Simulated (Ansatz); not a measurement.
# BHO2 (oxoborinic acid), step by step

We compute the energy (singlet BHO2, SVWN5/6-311G**), then the energy (singlet BHO, SVWN5/6-311G**), then the energy (singlet BHO, SVWN5/6-311G**), then a single-point energy (triplet O, USVWN5/6-311G**), then a single-point energy (triplet O, USVWN5/6-311G**) of BHO2 and its partners. 

Program for the calculation: Ansatz 0.2.0.

## 1. The system as given

The species is BHO2 (4 atoms), typed as a singlet with charge 0. As SMILES, `O=BO`. The shape is that of a PBE0-D4/def2-TZVP optimisation.

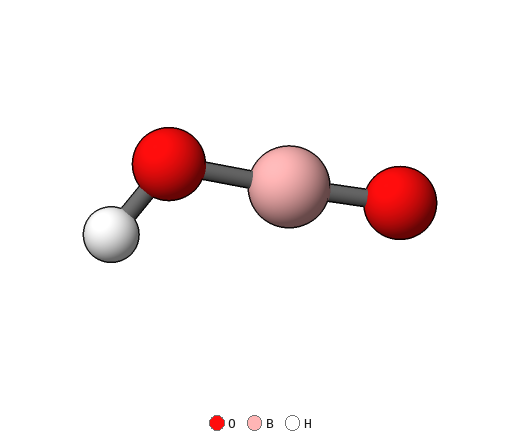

Viewed from a chosen angle; oxygen red, boron pink, hydrogen white.

## 2. A single-point energy at SVWN5/6-311G(d,p) (run 1)

The input, job.yaml:

```yaml
crystal:
  periodic: [false, false, false]
  atoms:
    - symbol: O
      position_ang: [-1.555100, 0.523500, 0.428500]
    - symbol: B
      position_ang: [-0.423900, 0.132000, 0.248600]
    - symbol: O
      position_ang: [0.816700, -0.302000, 0.108600]
    - symbol: H
      position_ang: [1.162300, -0.353500, -0.785700]
basis:
  gaussian:
    orbitals: 6-311G_st__st_.json
hamiltonian:
  xc: {name: SVWN5}
```

The basis set 6-311G** is read from a file made from the Basis Set Exchange's data (not shown).

Run with:

```
$ ansatz run job.yaml --threads 1 --pin off --max-ram 2610MiB --events-out events.jsonl --progress --plain --runs-dir runs
```

The log of the run:

```text
Warning: RAYON_NUM_THREADS=1 ignored (pool sized by the plan → 1); use --threads N
Functional definition: SVWN5
  name "SVWN5"
  exchange = slater_x
  correlation = vwn5_c
555 factors; their error is unknown
mean field evaluation 1: about -4744.5769 eV, gradient 7.6e1 eV
mean field evaluation 2: about -4697.8912 eV, gradient 1.6e2 eV
mean field evaluation 4: about -4753.4020 eV, gradient 1.2e1 eV
mean field evaluation 8: about -4753.6337 eV, gradient 1.4e-1 eV
mean field -4753.60143756 eV, -174.6916307236 hartree, gradient 8.7e-5 eV, S^2 0.000000; 0 other end points of the search recorded, 0 dependent functions left out
reference -4753.60146043 eV, -174.6916315639 hartree; 11, 11 occupied and 49, 49 virtual orbitals, 555 factors
Total energy: -4753.60146043 eV, -174.6916315639 hartree
```

Run time: 0.38 s. Hardware: 1 thread of Intel Xeon Platinum 8375C at 2.90GHz (Ice Lake), shared host.

## 3. BHO: the energy at SVWN5/6-311G(d,p) (run 2)

The input, molecule.yaml:

```yaml
crystal:
  periodic: [false, false, false]
  atoms:
    - symbol: B
      position_ang: [-0.423900, 0.132000, 0.248600]
    - symbol: O
      position_ang: [0.816700, -0.302000, 0.108600]
    - symbol: H
      position_ang: [1.162300, -0.353500, -0.785700]
basis:
  gaussian:
    orbitals: 6-311G_st__st_.json
hamiltonian:
  xc: {name: SVWN5}
```

The basis set 6-311G** is read from a file made from the Basis Set Exchange's data (not shown).

Run with:

```
$ ansatz run molecule.yaml --threads 1 --pin off --max-ram 2610MiB --events-out events.jsonl --progress --plain --runs-dir runs
```

The log of the run:

```text
Warning: RAYON_NUM_THREADS=1 ignored (pool sized by the plan → 1); use --threads N
[... 4 set-up lines as earlier in the session ...]
394 factors; their error is unknown
mean field evaluation 1: about -2712.4986 eV, gradient 5.1e1 eV
mean field evaluation 2: about -2688.2365 eV, gradient 1.2e2 eV
mean field evaluation 4: about -2716.5174 eV, gradient 4.4e0 eV
mean field evaluation 8: about -2716.5516 eV, gradient 1.2e-1 eV
mean field -2716.55161575 eV, -99.8314305340 hartree, gradient 2.4e-5 eV, S^2 0.000000; 0 other end points of the search recorded, 0 dependent functions left out
reference -2716.55163843 eV, -99.8314313675 hartree; 7, 7 occupied and 35, 35 virtual orbitals, 394 factors
Total energy: -2716.55163843 eV, -99.8314313675 hartree
```

Wall time 0.28 s (1 thread of Intel Xeon Platinum 8375C at 2.90GHz (Ice Lake), shared host).

## 4. BHO among ghost functions: the energy at SVWN5/6-311G(d,p) (with ghost functions) (run 3)

The input, job.yaml:

```yaml
crystal:
  periodic: [false, false, false]
  atoms:
    - {symbol: B, position_ang: [-0.423900, 0.132000, 0.248600]}
    - {symbol: O, position_ang: [0.816700, -0.302000, 0.108600]}
    - {symbol: H, position_ang: [1.162300, -0.353500, -0.785700]}
basis:
  gaussian:
    orbitals: 6-311G_st__st_.json
    ghost_atoms: [{symbol: O, position_ang: [-1.555100, 0.523500, 0.428500]}]
hamiltonian: {xc: {name: SVWN5}}
```

The basis set 6-311G** is read from a file made from the Basis Set Exchange's data (not shown).

Run with:

```
$ ansatz run job.yaml --threads 1 --pin off --max-ram 2610MiB --events-out events.jsonl --progress --plain --runs-dir runs
```

The log of the run:

```text
Warning: RAYON_NUM_THREADS=1 ignored (pool sized by the plan → 1); use --threads N
[... 4 set-up lines as earlier in the session ...]
504 factors; their error is unknown
mean field evaluation 1: about -2712.5297 eV, gradient 5.2e1 eV
mean field evaluation 2: about -2688.2926 eV, gradient 1.2e2 eV
mean field evaluation 4: about -2716.5589 eV, gradient 4.5e0 eV
mean field evaluation 8: about -2716.5941 eV, gradient 1.2e-1 eV
mean field -2716.59409031 eV, -99.8329914454 hartree, gradient 2.6e-5 eV, S^2 0.000000; 0 other end points of the search recorded, 0 dependent functions left out
reference -2716.59411526 eV, -99.8329923622 hartree; 7, 7 occupied and 53, 53 virtual orbitals, 504 factors
Total energy: -2716.59411526 eV, -99.8329923622 hartree
```

Run time: 0.37 s. Hardware: 1 thread of Intel Xeon Platinum 8375C at 2.90GHz (Ice Lake), shared host.

## 5. The O atom: a single-point energy at USVWN5/6-311G(d,p) (run 4)

The input, in.yaml:

```yaml
crystal:
  periodic: [false, false, false]
  atoms:
    - {symbol: O, position_ang: [-1.555100, 0.523500, 0.428500]}
basis:
  gaussian: {orbitals: 6-311G_st__st_.json}
hamiltonian: {xc: {name: SVWN5}}
magnetization: {spin_polarized: true, initial_magnetization: 2}
```

The basis set 6-311G** is read from a file made from the Basis Set Exchange's data (not shown).

Run with:

```
$ ansatz run in.yaml --threads 1 --pin off --max-ram 2610MiB --events-out events.jsonl --progress --plain --runs-dir runs
```

The log of the run:

```text
Warning: RAYON_NUM_THREADS=1 ignored (pool sized by the plan → 1); use --threads N
[... 4 set-up lines as earlier in the session ...]
152 factors; their error is unknown
mean field evaluation 1: about -2027.4491 eV, gradient 8.0e0 eV
mean field evaluation 2: about -2027.4669 eV, gradient 7.6e0 eV
mean field evaluation 4: about -2027.6448 eV, gradient 9.3e-3 eV
mean field evaluation 8: about -2027.6318 eV, gradient 3.4e-6 eV
mean field evaluation 16: about -2027.5324 eV, gradient 5.6e0 eV
mean field -2027.63176991 eV, -74.5140931660 hartree, gradient 3.4e-6 eV, S^2 2.002137; 2 other end points of the search recorded, 0 dependent functions left out
reference -2027.63177414 eV, -74.5140933215 hartree; 5, 3 occupied and 13, 15 virtual orbitals, 152 factors
Total energy: -2027.63177414 eV, -74.5140933215 hartree
```

Wall time 0.24 s (1 thread of Intel Xeon Platinum 8375C at 2.90GHz (Ice Lake), shared host).

## 6. O among ghost functions: a single-point energy at USVWN5/6-311G(d,p) (with ghost functions) (run 5)

The input, run.yaml:

```yaml
crystal:
  periodic: [false, false, false]
  atoms:
    - {symbol: O, position_ang: [-1.555100, 0.523500, 0.428500]}
basis:
  gaussian:
    orbitals: 6-311G_st__st_.json
    ghost_atoms: [{symbol: B, position_ang: [-0.423900, 0.132000, 0.248600]}, {symbol: O, position_ang: [0.816700, -0.302000, 0.108600]}, {symbol: H, position_ang: [1.162300, -0.353500, -0.785700]}]
total_charge: 0
magnetization:
  spin_polarized: true
  initial_magnetization: 2
hamiltonian:
  xc: {name: SVWN5}
```

The basis set 6-311G** is read from a file made from the Basis Set Exchange's data (not shown).

Run the same way, it converges to -74.51781 Eh (log not shown).

## 7. Results

```
                                                                                quantity          value
                                                     run 1, SVWN5/6-311G**: total energy  -174.69163 Eh
                                                                       BHO: total energy   -99.83143 Eh
                                                 BHO among ghost functions: total energy   -99.83299 Eh
                                                                    O atom: total energy   -74.51409 Eh
                                                                            O atom: ⟨S²⟩          2.002
                                                   O among ghost functions: total energy   -74.51781 Eh
                                                           O among ghost functions: ⟨S²⟩          2.003
              interaction energy of the rigid parts BHO and O (parts in their own basis)      -9.418 eV
interaction energy of the rigid parts BHO and O (parts in the whole basis, counterpoise)      -9.274 eV
```

What this shows: The interaction energy of the rigid parts BHO and O (parts in their own basis) is −9.42 eV (−909 kJ/mol): the parts attract. The interaction energy of the rigid parts BHO and O (parts in the whole basis, counterpoise) is −9.27 eV (−895 kJ/mol): the parts attract. The basis-set superposition error is 13.9 kJ/mol.
